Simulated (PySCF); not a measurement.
SMILES [CH3][Ga]([CH3])[CH3] (C₃H₉Ga) at its PBE0/def2-SVP optimised geometry (Å):

```
13

Ga    -0.1654    -0.1321     0.0000
C     -1.1534     1.5800     0.0000
H     -1.7737     1.6597     0.9088
H     -1.8485     1.6230    -0.8551
H     -0.4956     2.4605    -0.0441
C     -1.1535    -1.8441     0.0018
H     -0.8524    -2.4605     0.8654
H     -0.9019    -2.4283    -0.8995
H     -2.2454    -1.7151     0.0332
C      1.8113    -0.1321     0.0000
H      2.2454    -1.1427    -0.0147
H      2.1921     0.3936     0.8919
H      2.1942     0.4216    -0.8737
```

Calculation: PBE0/def2-TZVP (PySCF). Cells within 0.4 Å of a nucleus heavier than hydrogen are left out (blank, or x).

Map of the Laplacian of the electron density (e/bohr⁵), clipped to [-1.50, 1.50] on the plane z = 0.0 Å:

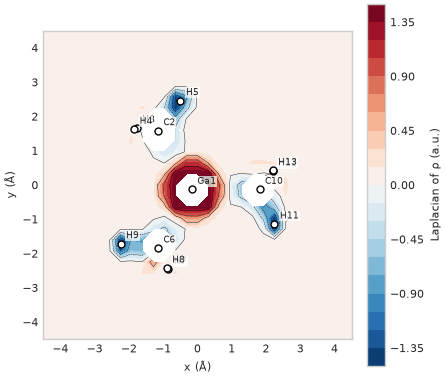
Fig. 1. Laplacian of the electron density (e/bohr⁵), clipped to [-1.50, 1.50] on the plane z = 0.0 Å.
